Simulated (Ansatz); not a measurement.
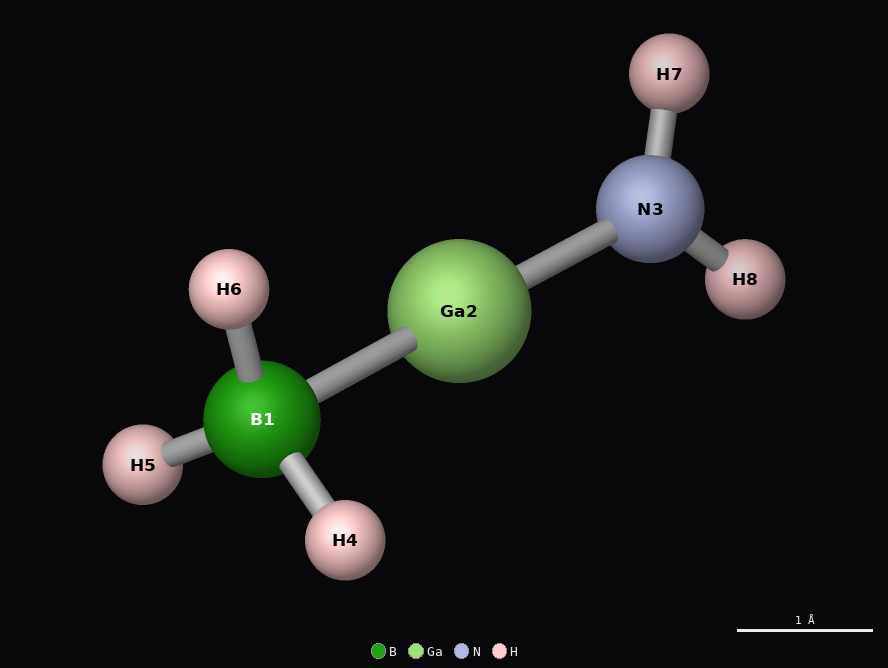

The atoms are numbered. The computed structure is the end point of a PBE-D4/def2-SVP optimisation. No frequency run is at hand to confirm it as a minimum.

Give the bond lengths.

```tsv
bond	length (Å)
B1–Ga2	2.035
B1–H4	1.230
B1–H5	1.224
B1–H6	1.233
Ga2–N3	1.832
N3–H7	1.024
N3–H8	1.024
```
